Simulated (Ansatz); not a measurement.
Level of theory: PBE (plane waves to 420 eV, PAW; Ansatz, a first-principles code).

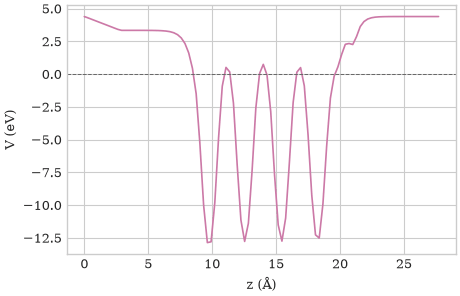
Planar average of the electrostatic potential across the slab, in eV from the Fermi level, for Sn on the 1x1 (0001) surface of hcp Y, one in a 2x2 cell, started at the site 'bridge Y-Y (span 3.7 Å)'

Slab: 17 atoms, 8.4 Å thick at the start under the adsorbate (thin: gaps and levels are the slab's own); k 5x5x1, smearing 0.1 eV, dipole-corrected; 8 atoms held, the rest relaxed; held to the start's symmetry, so lower structures may exist; no spin, no spin-orbit, no U, no dispersion correction. At the end it is bonded to 3 Y. In PBE it is, or lies within 0.03 eV of, the lowest of the starts that converged.

Q: The surface cell has an area of 46.35 Å². What dipole along the normal does the step between the two vacuum levels imply?

A: the top vacuum level lies 1.05 eV above the bottom one; p = −ε₀ A ΔV (ε₀ = 0.005526 e/(V·Å)) gives -0.27 e·Å a cell.
